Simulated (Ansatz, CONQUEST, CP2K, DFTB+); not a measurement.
## Random packing of Li (88 atoms): runs against a plane-wave reference

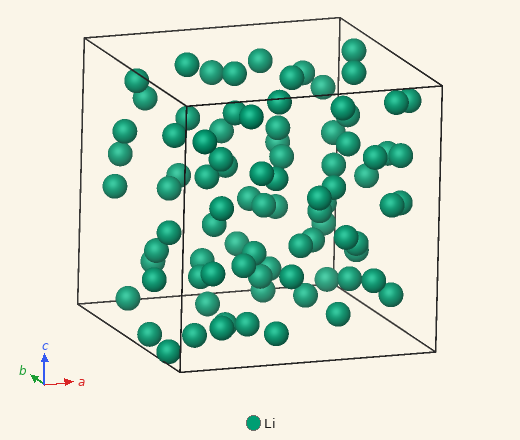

The cell (lithium teal).

Density of this cell: 0.495 g/cm³. The cell holds 88 atoms: 88 Li. Cell: a = 12.701 Å, b = 12.701 Å, c = 12.701 Å, α = 90.0°, β = 90.0°, γ = 90.0°. 88 atoms (88 Li) packed at random in a cube at 0.495 g/cm³ and pushed apart as soft spheres; a start for melting by ab initio MD, not an equilibrated structure. Then every atom was moved at random, 0.03 Å r.m.s. a Cartesian component.

Geometry: as built.

The reference, a calculation:

| Item | Value |
| --- | --- |
| method | Kohn-Sham DFT, PBE, PAW, plane waves (Ansatz 0.2.0); cutoff 420 eV, Γ point, fermi-dirac smearing of 0.05 eV; PAW set soft_2 |
| r.m.s. force component | 0.3791 eV/Å |
| longest force | 1.207 eV/Å |
| pressure | 0.9614 GPa |
| SCF cycles | 9 |
| time | 31 s on 4 threads of AMD EPYC 7R43, shared host |
| CPU time | 1.8 min |

**Question.** The same geometry is run in other programs. How far does each lie from the reference, and what does it cost?
- CONQUEST PBE, grid 80 Ha (CONQUEST 1.3; 2 MPI ranks)
- DFTB+ IPEA1-xTB (DFTB+ 25.1; 1 thread)
- CONQUEST PBE, grid 60 Ha (CONQUEST 1.3; 2 MPI ranks)
- CP2K PBE, DZVP-MOLOPT-SR, 800/50 Ry, diagonalisation (CP2K 2026.2; 2 threads)

Differences are against the plane-wave reference, forces as r.m.s. over components; share is that over the reference's r.m.s. force, slope the least-squares factor from reference forces to these. Total energies of different programs have different zeros and aren't compared.

```csv
run,"Δ force, r.m.s. (meV/Å)",share (%),slope,Δ pressure (GPa),cores,CPU time,memory (GiB)
reference,-,-,-,-,4,1.8 min,1.6
"CONQUEST PBE, grid 80 Ha",27.5,7.25,1.044,0.362,2,12 min,7.0
DFTB+ IPEA1-xTB,315,83.1,0.226,2.39,1,50 s,0.24
"CONQUEST PBE, grid 60 Ha (coarse)",36.5,9.63,1.056,0.368,2,11 min,6.4
"CP2K PBE, DZVP-MOLOPT-SR, 800/50 Ry, diagonalisation",39.0,10.3,1.095,0.451,2,25 min,7.6
```

Rows marked coarse were listed beforehand as settings not expected to be converged; some can still land near the reference.

CPU time is summed over cores on a shared host, where runs went side by side, so it is rough. Symmetry, cutoffs, thresholds, outputs and thread counts weren't matched or tuned between programs; memory under MPI is the largest rank's times the ranks.

The PBE runs in local orbitals, coarse settings apart, differ by 7.3 % (CONQUEST PBE, grid 80 Ha) to 10 % (CP2K PBE, DZVP-MOLOPT-SR, 800/50 Ry, diagonalisation); basis, grid and potentials can all enter. Tight binding differs by 83 % (DFTB+ IPEA1-xTB); it is another model, with fitted parameters of its own, and the xTB methods hold dispersion. IPEA1-xTB was fitted to ionisation energies and electron affinities, not to forces or charges. DFTB+ IPEA1-xTB needed 234 SCF steps, so its time overstates the method's usual cost. Periodic xTB results under one method name differ between programs and library versions (DFTB+ here holds tblite 0.3). The electronic-structure runs sample only Γ, in a cell whose shortest periodic width is 13 Å, which is coarse for a cell with partly filled levels.

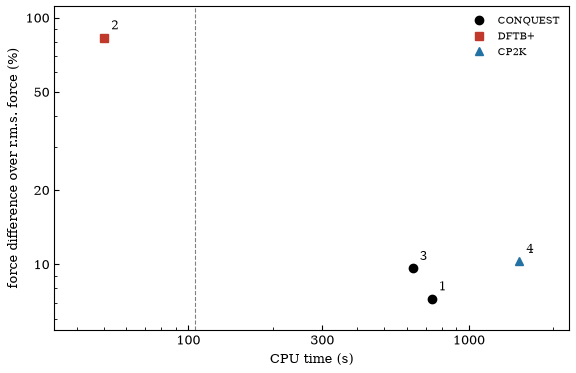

Force difference against CPU time; the dashed line marks the reference's time. Points: 1 CONQUEST PBE, grid 80 Ha; 2 DFTB+ IPEA1-xTB; 3 CONQUEST PBE, grid 60 Ha; 4 CP2K PBE, DZVP-MOLOPT-SR, 800/50 Ry, diagonalisation.

[Logs are printed without paths, hosts, clocks, repeated set-up lines and the standing remarks that a program may print on its own settings, such as how far it seeks lower states.]

[Hosts, paths, dates, database ids (printed as entryN), source tags and the programs' standing remarks are cut or masked in the printed files.]
